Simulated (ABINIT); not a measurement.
# Quasiparticle gap of BAs (F-43m) in ABINIT, part 2 of 3

Wanted: ground state, empty states, screening and self-energy for BAs (F-43m).

ABINIT 10.8.3; PBE and many-body steps on it, plane waves. Known limits of the many-body steps: not at the basis limit; screening head approximate.

So far. Step 2 (Ground state): The gap is indirect, with the least direct gap 1.86 eV higher.

### Step 3. Bands along the symmetry lines

Level of this step: DFT, PBE with spin-orbit coupling, plane waves, norm-conserving pseudopotentials (ABINIT).

Levels along a band path, at the cheap level, show where the edges lie and whether the meshes to come will hold them.

run.abi

```
acell 3*1.0 Angstrom
rprim 
  -0.000000000000 2.388500000000 2.388500000000
  2.388500000000 -0.000000000000 2.388500000000
  2.388500000000 2.388500000000 -0.000000000000
ntypat 2
znucl 5 33
natom 2
typat 1 2
xred 
  0.000000000000 0.000000000000 0.000000000000
  0.250000000000 0.250000000000 0.250000000000
pp_dirpath "pseudos"
pseudos "B.upf, As.upf"
ecut 44
nspinor 2
iscf -2
irdden 1
kptopt 0
nkpt 26
kpt 
  0.00000000 0.00000000 0.00000000
  -0.12500000 -0.12500000 0.00000000
  -0.25000000 -0.25000000 0.00000000
  -0.37500000 -0.37500000 0.00000000
  -0.50000000 -0.50000000 0.00000000
  -0.46875000 -0.46875000 0.06250000
  -0.43750000 -0.43750000 0.12500000
  -0.40625000 -0.40625000 0.18750000
  -0.37500000 -0.37500000 0.25000000
  -0.37500000 0.00000000 0.37500000
  -0.28125000 0.00000000 0.28125000
  -0.18750000 0.00000000 0.18750000
  -0.09375000 0.00000000 0.09375000
  0.00000000 0.00000000 0.00000000
  0.00000000 0.00000000 0.12500000
  0.00000000 0.00000000 0.25000000
  0.00000000 0.00000000 0.37500000
  -0.00000000 -0.00000000 0.50000000
  -0.12500000 -0.06250000 0.43750000
  -0.25000000 -0.12500000 0.37500000
  -0.37500000 -0.18750000 0.31250000
  -0.50000000 -0.25000000 0.25000000
  -0.50000000 -0.31250000 0.18750000
  -0.50000000 -0.37500000 0.12500000
  -0.50000000 -0.43750000 0.06250000
  -0.50000000 -0.50000000 0.00000000
istwfk *1
nband 42
nbdbuf 6
tolwfr 1e-08
nstep 40
prtwf 0
prtvol 0
indata_prefix "in"
outdata_prefix "out"
tmpdata_prefix "tmp"
```

Run with:

```sh
$ OMP_NUM_THREADS=1 mpirun -n 4 abinit run.abi > log
```

Numbers of over 12 decimals in the logs are rounded to 6 here.

Log:

```text
.Version 10.8.3 of ABINIT. v10.8.2 released Aug 2026.

 Symmetries : space group F-4 3 m (#216); Bravais cF (face-center cubic)
[... echo of the input left out ...]
== DATASET  1 ==================================================================
-   mpi_nproc: 4, omp_nthreads: 1 (-1 if OMP is not activated)

--- !DatasetInfo
iteration_state: {dtset: 1, }
dimensions: {natom: 2, nkpt: 26, mband: 42, nsppol: 1, nspinor: 2, nspden: 1, mpw: 2637, }
cutoff_energies: {ecut:  44.0, pawecutdg:  -1.0, }
electrons: {nelect:   2.60000000E+01, charge:   0.00000000E+00, occopt:   1.00000000E+00, tsmear:   1.00000000E-02, }

 Real(R)+Recip(G) space primitive vectors, cartesian coordinates (Bohr,Bohr^-1):
 R(1)=  0.0000000  4.5136109  4.5136109  G(1)= -0.1107761  0.1107761  0.1107761
 R(2)=  4.5136109  0.0000000  4.5136109  G(2)=  0.1107761 -0.1107761  0.1107761
 R(3)=  4.5136109  4.5136109  0.0000000  G(3)=  0.1107761  0.1107761 -0.1107761
 Unit cell volume ucvol=  1.8390873E+02 bohr^3
 Angles (23,13,12)=  6.00000000E+01  6.00000000E+01  6.00000000E+01 degrees

 getcut: wavevector=  0.0000  0.0000  0.0000  ngfft=  40  40  40
         ecut(hartree)=     44.000   => boxcut(ratio)=   2.09860

--- Pseudopotential description ------------------------------------------------
- B Generated using ONCVPSP code by D. R. Hamann
-  5.00000   3.00000  180423                  znucl, zion, pspdat
12 -101130 1 -1 1534                          pspcod,pspxc,lmax,lloc,mmax
     nproj     2     2     0     0
     spin-orbit psp
        nprojso     3     0     0
  pspatm : epsatm=    3.38928266
         --- l  ekb(1:nproj) -->
             0    1.234219    8.382062
             1   -3.719477   -0.867524
  spin-orbit 1    0.003240    0.000642   -0.000043
 pspatm: atomic psp has been read  and splines computed

- As Generated using ONCVPSP code by D. R. Hamann
- 33.00000  23.00000  180506                  znucl, zion, pspdat
12 -101130 2 -1 1358                          pspcod,pspxc,lmax,lloc,mmax
     nproj     2     2     2     0
     spin-orbit psp
        nprojso     4     3     0
  pspatm : epsatm=   24.77999478
         --- l  ekb(1:nproj) -->
             0   -2.349565    4.037528
[...]
spin-orbit 1    0.215873    0.096617   -0.000767   -0.000075
  spin-orbit 2    0.018130    0.013569   -0.000026
 pspatm: atomic psp has been read  and splines computed

--------------------------------------------------------------------------------

================================================================================
 prteigrs : about to open file out_EIG
 Non-SCF case, kpt    1 (  0.00000  0.00000  0.00000), residuals and eigenvalues=
  3.13E-09  8.00E-09  3.26E-09  4.38E-09  1.46E-09  2.29E-09  2.44E-09  3.68E-09
  4.75E-09  6.44E-09  1.55E-09  8.46E-09  2.27E-09  3.84E-09  2.88E-09  6.98E-09
  2.43E-09  3.69E-09  3.75E-09  8.10E-09  7.31E-09  3.81E-09  2.86E-09  7.61E-09
[...]
Non-SCF case, kpt    2 ( -0.12500 -0.12500  0.00000), residuals and eigenvalues=
[...]
4.84E-06  8.97E-06
[...]
Non-SCF case, kpt    3 ( -0.25000 -0.25000  0.00000), residuals and eigenvalues=
[...]
1.93E-05  1.84E-05
[...]
Non-SCF case, kpt   25 ( -0.50000 -0.43750  0.06250), residuals and eigenvalues=
[...]
Non-SCF case, kpt   26 ( -0.50000 -0.50000  0.00000), residuals and eigenvalues=
[...]
7.1011E-01  7.1011E-01  7.1578E-01  7.1578E-01  7.6750E-01  7.6750E-01
  9.2901E-01  9.2913E-01  9.5681E-01  9.5730E-01  9.5895E-01  9.5930E-01

--- !ResultsGS
iteration_state: {dtset: 1, }
comment   : Summary of ground state results
lattice_vectors:
- [ -0.0000000,   4.5136109,   4.5136109, ]
- [  4.5136109,  -0.0000000,   4.5136109, ]
- [  4.5136109,   4.5136109,  -0.0000000, ]
lattice_lengths: [   6.38321,    6.38321,    6.38321, ]
lattice_angles: [ 60.000,  60.000,  60.000, ] # degrees, (23, 13, 12)
lattice_volume:   1.8390873E+02
convergence: {deltae:  0.000E+00, res2:  0.000E+00, residm:  9.975E-09, diffor:  0.000E+00, }
etotal    :  -3.08150996E+02
entropy   :   0.00000000E+00
fermie    :   2.96606879E-01
cartesian_stress_tensor: null
pressure_GPa: null
xred      :
- [  0.0000E+00,   0.0000E+00,   0.0000E+00,  B]
- [  2.5000E-01,   2.5000E-01,   2.5000E-01, As]
cartesian_forces: null
force_length_stats: {min: null, max: null, mean: null, }

 Integrated electronic density in atomic spheres:
 ------------------------------------------------
 Atom  Sphere_radius  Integrated_density
[...]
================================================================================

 ----iterations are completed or convergence reached----

 Mean square residual over all n,k,spin=   47.155E-10; max=  99.746E-10
 reduced coordinates (array xred) for    2 atoms
       0.000000000000      0.000000000000      0.000000000000
       0.250000000000      0.250000000000      0.250000000000

 cartesian coordinates (angstrom) at end:
    1      0.000000     0.000000     0.000000
    2      1.194250     1.194250     1.194250
 length scales=  1.889726125908  1.889726125908  1.889726125908 bohr
              =  1.000000000000  1.000000000000  1.000000000000 angstroms
 prteigrs : about to open file out_EIG
 Eigenvalues (hartree) for nkpt=  26  k points:
 kpt#   1, nband= 42, wtk=  1.00000, kpt=  0.0000  0.0000  0.0000 (reduced coord)
[...]
kpt#   2, nband= 42, wtk=  1.00000, kpt= -0.1250 -0.1250  0.0000 (reduced coord)
[...]
kpt#   3, nband= 42, wtk=  1.00000, kpt= -0.2500 -0.2500  0.0000 (reduced coord)
[...]
kpt#  25, nband= 42, wtk=  1.00000, kpt= -0.5000 -0.4375  0.0625 (reduced coord)
[...]
0.97053    0.97529
 kpt#  26, nband= 42, wtk=  1.00000, kpt= -0.5000 -0.5000  0.0000 (reduced coord)
[...]
0.14684    0.14684    0.34751    0.34751    0.34776    0.34776    0.71011    0.71011
   0.71578    0.71578    0.76750    0.76750    0.92901    0.92913    0.95681    0.95730
   0.95895    0.95930

== END DATASET(S) ==============================================================
================================================================================

 -outvars: echo values of variables after computation  --------
            nband          42
             nkpt          26
          spgroup         216
 [... the other variables as echoed above ...]

 Calculation completed.
```

Run time: 53 s. Hardware: 4 MPI ranks of Arm Neoverse N1, shared host; peak memory 0.34 GiB; 3.5 min of CPU time.

This step gave:

```yaml
gap: 1.141 eV
k_of_the_valence_top: 0, 0, 0
k_of_the_conduction_bottom: -0.375, -0.375, 0
least_direct_gap: 3.082 eV
```

The gap is 1.141 eV, −0.085 eV from the run before at this level.

Electronic bands along the path, in eV, zero at the top of the highest filled band:

| point | band 23 | band 24 | band 25 | band 26 | band 27 | band 28 | band 29 | band 30 |
| --- | --- | --- | --- | --- | --- | --- | --- | --- |
| Γ | 0.00 | 0.00 | 0.00 | 0.00 | 3.08 | 3.08 | 3.30 | 3.30 |
| X | -4.21 | -4.21 | -4.08 | -4.08 | 1.39 | 1.39 | 1.39 | 1.39 |
| U | -6.06 | -5.96 | -3.55 | -3.55 | 1.99 | 2.00 | 5.48 | 5.51 |
| jump to K | -6.06 | -5.96 | -3.55 | -3.55 | 1.99 | 2.00 | 5.48 | 5.51 |
| Γ | 0.00 | 0.00 | 0.00 | 0.00 | 3.08 | 3.08 | 3.30 | 3.30 |
| L | -1.96 | -1.96 | -1.81 | -1.81 | 2.64 | 2.64 | 4.70 | 4.70 |
| W | -5.63 | -5.48 | -5.25 | -5.24 | 5.20 | 5.21 | 5.88 | 5.88 |
| X | -4.21 | -4.21 | -4.08 | -4.08 | 1.39 | 1.39 | 1.39 | 1.39 |

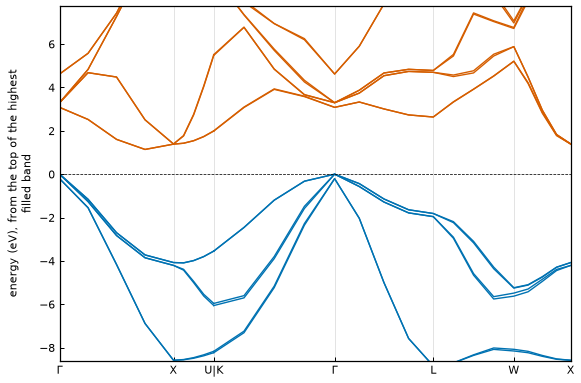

Electronic bands along the path; lines of filled and empty bands in two colours.

### Step 4. Empty states on the mesh, 6×6×6 mesh, 142 bands

The sums over transitions need many empty states on a uniform mesh; this step solves for them.

run.abi

```
acell 3*1.0 Angstrom
rprim 
  -0.000000000000 2.388500000000 2.388500000000
  2.388500000000 -0.000000000000 2.388500000000
  2.388500000000 2.388500000000 -0.000000000000
ntypat 2
znucl 5 33
natom 2
typat 1 2
xred 
  0.000000000000 0.000000000000 0.000000000000
  0.250000000000 0.250000000000 0.250000000000
pp_dirpath "pseudos"
pseudos "B.upf, As.upf"
ecut 44
nspinor 2
ngkpt 6 6 6
nshiftk 1
shiftk 0 0 0
kptopt 1
chksymbreak 0
iscf -2
irdden 1
istwfk *1
nband 142
nbdbuf 12
tolwfr 1e-09
nstep 60
prtvol 0
indata_prefix "in"
outdata_prefix "out"
tmpdata_prefix "tmp"
```

Log:

```text
.Version 10.8.3 of ABINIT. v10.8.2 released Aug 2026.

 Symmetries : space group F-4 3 m (#216); Bravais cF (face-center cubic)
[... echo of the input left out ...]
== DATASET  1 ==================================================================
-   mpi_nproc: 4, omp_nthreads: 1 (-1 if OMP is not activated)

--- !DatasetInfo
iteration_state: {dtset: 1, }
dimensions: {natom: 2, nkpt: 16, mband: 142, nsppol: 1, nspinor: 2, nspden: 1, mpw: 2637, }
cutoff_energies: {ecut:  44.0, pawecutdg:  -1.0, }
electrons: {nelect:   2.60000000E+01, charge:   0.00000000E+00, occopt:   1.00000000E+00, tsmear:   1.00000000E-02, }

 Real(R)+Recip(G) space primitive vectors, cartesian coordinates (Bohr,Bohr^-1):
 R(1)=  0.0000000  4.5136109  4.5136109  G(1)= -0.1107761  0.1107761  0.1107761
 R(2)=  4.5136109  0.0000000  4.5136109  G(2)=  0.1107761 -0.1107761  0.1107761
 R(3)=  4.5136109  4.5136109  0.0000000  G(3)=  0.1107761  0.1107761 -0.1107761
 Unit cell volume ucvol=  1.8390873E+02 bohr^3
 Angles (23,13,12)=  6.00000000E+01  6.00000000E+01  6.00000000E+01 degrees

 getcut: wavevector=  0.0000  0.0000  0.0000  ngfft=  40  40  40
         ecut(hartree)=     44.000   => boxcut(ratio)=   2.09860

--- Pseudopotential description ------------------------------------------------
- B Generated using ONCVPSP code by D. R. Hamann
-  5.00000   3.00000  180423                  znucl, zion, pspdat
12 -101130 1 -1 1534                          pspcod,pspxc,lmax,lloc,mmax
     nproj     2     2     0     0
     spin-orbit psp
        nprojso     3     0     0
  pspatm : epsatm=    3.38928266
         --- l  ekb(1:nproj) -->
             0    1.234219    8.382062
             1   -3.719477   -0.867524
  spin-orbit 1    0.003240    0.000642   -0.000043
 pspatm: atomic psp has been read  and splines computed

- As Generated using ONCVPSP code by D. R. Hamann
- 33.00000  23.00000  180506                  znucl, zion, pspdat
12 -101130 2 -1 1358                          pspcod,pspxc,lmax,lloc,mmax
     nproj     2     2     2     0
     spin-orbit psp
        nprojso     4     3     0
  pspatm : epsatm=   24.77999478
         --- l  ekb(1:nproj) -->
             0   -2.349565    4.037528
[...]
spin-orbit 1    0.215873    0.096617   -0.000767   -0.000075
  spin-orbit 2    0.018130    0.013569   -0.000026
 pspatm: atomic psp has been read  and splines computed

--------------------------------------------------------------------------------

================================================================================
 prteigrs : about to open file out_EIG
 Non-SCF case, kpt    1 (  0.00000  0.00000  0.00000), residuals and eigenvalues=
  7.37E-10  2.01E-10  5.98E-10  1.13E-10  9.23E-10  1.27E-10  5.73E-10  1.33E-10
  2.30E-10  4.11E-10  3.68E-10  5.24E-10  2.31E-10  3.87E-10  2.33E-10  3.84E-10
  2.90E-10  4.78E-10  1.37E-10  2.15E-10  1.16E-10  1.69E-10  5.23E-11  3.68E-10
[...]
4.00E-05  2.87E-05  5.34E-04  1.30E-03  6.41E-03  8.63E-03
 -6.5218E+00 -6.5218E+00 -4.5652E+00 -4.5652E+00 -4.3806E+00 -4.3806E+00
 -4.3806E+00 -4.3806E+00 -1.0395E+00 -1.0395E+00 -1.0395E+00 -1.0395E+00
[...]
2.8986E+00  2.8986E+00  3.0995E+00  3.0995E+00  3.5382E+00  3.5384E+00
  3.5389E+00  3.5398E+00  3.5457E+00  3.5513E+00
 prteigrs : prtvol=0 or 1, do not print more k-points.

--- !ResultsGS
iteration_state: {dtset: 1, }
comment   : Summary of ground state results
lattice_vectors:
- [ -0.0000000,   4.5136109,   4.5136109, ]
- [  4.5136109,  -0.0000000,   4.5136109, ]
- [  4.5136109,   4.5136109,  -0.0000000, ]
lattice_lengths: [   6.38321,    6.38321,    6.38321, ]
lattice_angles: [ 60.000,  60.000,  60.000, ] # degrees, (23, 13, 12)
lattice_volume:   1.8390873E+02
convergence: {deltae:  0.000E+00, res2:  0.000E+00, residm:  9.915E-10, diffor:  0.000E+00, }
etotal    :  -3.08150996E+02
entropy   :   0.00000000E+00
fermie    :   2.96606879E-01
cartesian_stress_tensor: null
pressure_GPa: null
xred      :
- [  0.0000E+00,   0.0000E+00,   0.0000E+00,  B]
- [  2.5000E-01,   2.5000E-01,   2.5000E-01, As]
cartesian_forces: null
force_length_stats: {min: null, max: null, mean: null, }

 Integrated electronic density in atomic spheres:
 ------------------------------------------------
 Atom  Sphere_radius  Integrated_density
[...]
================================================================================

 ----iterations are completed or convergence reached----

 Mean square residual over all n,k,spin=   41.195E-11; max=  99.145E-11
 reduced coordinates (array xred) for    2 atoms
       0.000000000000      0.000000000000      0.000000000000
       0.250000000000      0.250000000000      0.250000000000

 cartesian coordinates (angstrom) at end:
    1      0.000000     0.000000     0.000000
    2      1.194250     1.194250     1.194250
 length scales=  1.889726125908  1.889726125908  1.889726125908 bohr
              =  1.000000000000  1.000000000000  1.000000000000 angstroms
 prteigrs : about to open file out_EIG
 Eigenvalues (hartree) for nkpt=  16  k points:
 kpt#   1, nband=142, wtk=  0.00463, kpt=  0.0000  0.0000  0.0000 (reduced coord)
[...]
2.72286    2.72286    2.72312    2.72312    2.72322    2.72322    2.78255    2.78255
   2.78631    2.78631    2.78631    2.78631    2.89858    2.89858    3.09947    3.09947
   3.53819    3.53837    3.53894    3.53976    3.54574    3.55131
 prteigrs : prtvol=0 or 1, do not print more k-points.

== END DATASET(S) ==============================================================
================================================================================

 -outvars: echo values of variables after computation  --------
            nband         142
             nkpt          16
          spgroup         216
 [... the other variables as echoed above ...]

 Calculation completed.
```

It took 2.9 min on 4 MPI ranks; peak memory 0.47 GiB; 11 min of CPU time.

Numbers from this step:

| Quantity | Value |
| --- | --- |
| gap | 1.226 eV |
| k of the valence top | 0, 0, 0 |
| k of the conduction bottom | 0.3333, 0.3333, 0 |
| least direct gap | 3.082 eV |
| k points computed | 16 |
| lowest point of the top converged band, above the valence top | 67.7482 eV |

On this mesh the gap is 1.226 eV.

### Step 5. Screening, 6×6×6 mesh, 130 bands, screening to 149.7 eV

The RPA dielectric matrix is built and inverted for each q.

This step: RPA screening on PBE with spin-orbit coupling, plane waves, norm-conserving pseudopotentials.

Changes to run.abi since step 4:

```diff
@@ -21,10 +21,11 @@
 chksymbreak 0
-iscf -2
-irdden 1
 istwfk *1
-nband 142
-nbdbuf 12
-tolwfr 1e-09
-nstep 60
-prtvol 0
+occopt 1
+irdwfk 1
+optdriver 3
+nband 130
+ecuteps 5.5
+inclvkb 0
+awtr 1
+symchi 1
 indata_prefix "in"
```

Log:

```text
.Version 10.8.3 of ABINIT. v10.8.2 released Aug 2026.

 Symmetries : space group F-4 3 m (#216); Bravais cF (face-center cubic)
[... echo of the input left out ...]
== DATASET  1 ==================================================================
-   mpi_nproc: 4, omp_nthreads: 1 (-1 if OMP is not activated)

--- !DatasetInfo
iteration_state: {dtset: 1, }
dimensions: {natom: 2, nkpt: 16, mband: 130, nsppol: 1, nspinor: 2, nspden: 1, mpw: 2637, }
cutoff_energies: {ecut:  44.0, pawecutdg:  -1.0, }
electrons: {nelect:   2.60000000E+01, charge:   0.00000000E+00, occopt:   1.00000000E+00, tsmear:   1.00000000E-02, }

 SCREENING: Calculation of the susceptibility and dielectric matrices

 Based on a program developped by R.W. Godby, V. Olevano, G. Onida, and L. Reining.
 Incorporated in ABINIT by V. Olevano, G.-M. Rignanese, and M. Torrent.
.Using double precision arithmetic ; gwpc =  8

[... cell and pseudopotentials left out ...]
--------------------------------------------------------------------------------

 ==== K-mesh for the wavefunctions ====
 Number of points in the irreducible wedge :    16
[... list of points left out ...]
 Together with 24 symmetry operations and time-reversal symmetry
 yields   216 points in the full Brillouin Zone.

 ==== Q-mesh for the screening function ====
 Number of points in the irreducible wedge :    16
[... list of points left out ...]
 Together with 24 symmetry operations and time-reversal symmetry
 yields   216 points in the full Brillouin Zone.

 setmesh: FFT mesh size selected  =    25x   25x   25
          total number of points  =        15625

 vcoul_init : cutoff-mode = AUXILIARY_FUNCTION
 q-points for optical limit:   1
     1)      0.000010    0.000020    0.000030

- screening: taking advantage of time-reversal symmetry
- Maximum band index for partially occupied states nbvw = 26
- Remaining bands to be divided among processors   nbcw = 104
- Number of bands treated by each node ~26

 Number of electrons calculated from density =   26.0000; Expected =   26.0000
 average of density, n =  0.141374
 r_s =    1.1908
 omega_plasma =   36.2695 [eV]

 calculating chi0 at frequencies [eV] :
  1    0.000000E+00    0.000000E+00
  2    0.000000E+00    3.626946E+01

--------------------------------------------------------------------------------
  q-point number  1        q = ( 0.000000, 0.000000, 0.000000) [r.l.u.]
--------------------------------------------------------------------------------
[... chi0 elements left out ...]
 For q-point:  0.000010 0.000020 0.000030
  dielectric constant =  12.7117
  dielectric constant without local fields =  13.9368

  Average fulfillment of the sum rule on Im[epsilon] for q-point    1 :     37.27  [%]
[... wings left out ...]
  q-point number  2        q = ( 0.166667, 0.000000, 0.000000) [r.l.u.]
--------------------------------------------------------------------------------
[... chi0 elements left out ...]
  Average fulfillment of the sum rule on Im[epsilon] for q-point    2 :     46.07  [%]

 [... 14 further q-points ...]
```

The job ended after 20 min (4 MPI ranks; peak memory 2.2 GiB; 79 min of CPU time).

Numbers from this step:

| Item | Value |
| --- | --- |
| ε∞ with local fields, on this mesh, along the program's q direction | 12.71 |
| the same without local fields | 13.94 |
| plasma frequency | 36.27 eV |
| plane waves in the screening matrix | 113 |

Local fields lower ε∞ by 9 %.

(Continued in part 3 of 3.)

[Paths, hosts, dates, memory and timing lines, banners, echoed tables and standing remarks are left out of the program output.]

[Logs are printed without paths, hosts, clocks, repeated set-up lines and the standing remarks that a program may print on its own settings, such as how far it seeks lower states.]

[Runs of the session that timed out or met a known fault of the program may be left out.]

[Hosts, paths, dates, database ids (printed as entryN), source tags and the programs' standing remarks are cut or masked in the printed files.]

[G0W0 gaps are taken among the corrected bands and points alone; a level outside them can change the order at an edge.]

[Where Ansatz stands beside ABINIT at settings called matched, ABINIT's density can come from a denser mesh and the files from another edition; pairs whose starting gaps differed by over 0.03 eV were left out, so agreement reads better than it is.]
